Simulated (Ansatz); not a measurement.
# C$_{2}$H$_{6}$F$_{2}$Si (SMILES CC(F)(F)[SiH3]): what the fields show

Input

```
crystal:
  periodic: [false, false, false]
  atoms:
    - {symbol: C, position_ang: [-0.477459, -1.245817, 0.554161]}
    - {symbol: C, position_ang: [0.353536, -0.399764, -0.367398]}
    - {symbol: F, position_ang: [0.064652, -0.747844, -1.666656]}
    - {symbol: F, position_ang: [1.679483, -0.715677, -0.180998]}
    - {symbol: Si, position_ang: [0.160608, 1.508368, -0.198996]}
    - {symbol: H, position_ang: [-0.230987, -1.023924, 1.593366]}
    - {symbol: H, position_ang: [-0.272453, -2.300030, 0.354335]}
    - {symbol: H, position_ang: [-1.538073, -1.050128, 0.390646]}
    - {symbol: H, position_ang: [0.530274, 1.895867, 1.185426]}
    - {symbol: H, position_ang: [1.053616, 2.161734, -1.183959]}
    - {symbol: H, position_ang: [-1.257796, 1.860214, -0.459327]}
basis:
  gaussian: {orbitals: def2-TZVPP}
hamiltonian: {xc: pbe0, dispersion: d4}
output: {orbitals: {seedname: orbitals}}
```

Launched as:

```sh
ansatz run in.yaml --threads 4 --pin off --events-out ev --progress --plain --max-ram 10444MiB
```

Geometry: PBE0-D4/def2-TZVP.

Method: RKS PBE0-D4/def2-TZVPP in Ansatz.

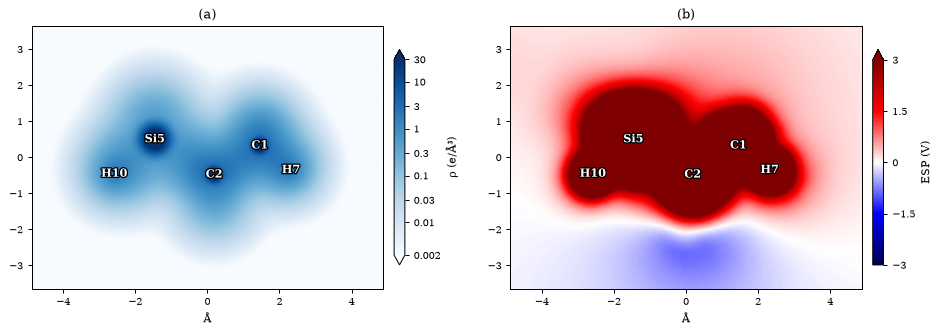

Figure 1. (a) electron density; (b) electrostatic potential on the plane of atoms C1, C2 and Si5.

**Interpret the plot.**

- The plane passes through C, Si and H nuclei.
- C–C (1.50 Å): the density is about 1.8 e/Å³ at the midpoint.
- C–Si (1.93 Å): ρ is about 0.96 e/Å³ halfway.
- C–H (1.09 Å): ρ is about 2 e/Å³ halfway.
- Si–H (1.48 Å): ρ at the midpoint is about 0.82 e/Å³.
- Outside the dense part of the molecule the potential is most negative (−0.9 V) near F3, which lies off the plane.

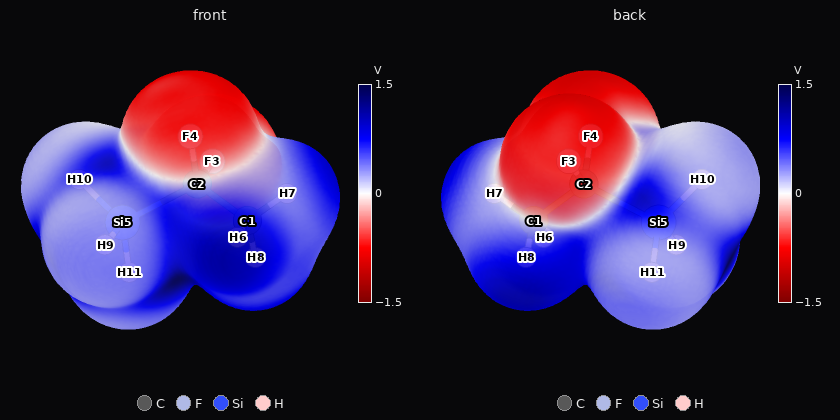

Figure 2. The electrostatic potential painted on the density surface at 0.002 e/bohr³, seen from the front and from behind; the colour scale runs from red (negative) to blue (positive).

**Where is the surface potential most negative and most positive?**

The most negative region (about −0.9 V) lies over F3 and F4, the most positive (about +1.4 V) over Si5.

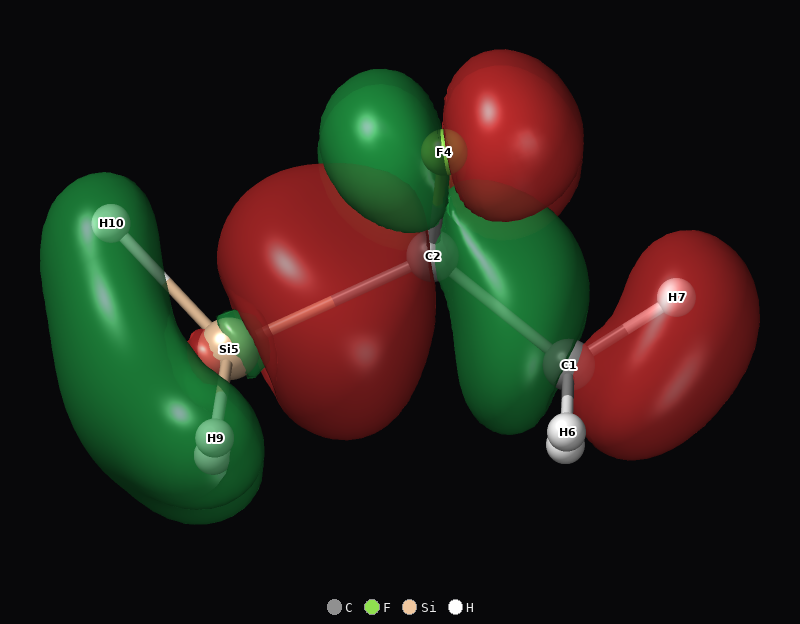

Figure 3. The HOMO at ±0.08 Å⁻³ᐟ² (green and red are the two phases), seen across its widest extent.

**Where does this orbital lie, and at what energy?**

Its weight (Hirshfeld) is mainly on C2 (about 25 %), Si5 (about 20 %), F3 (about 15 %), F4 (about 15 %) and C1 (about 10 %). Its energy is −8.55 eV.
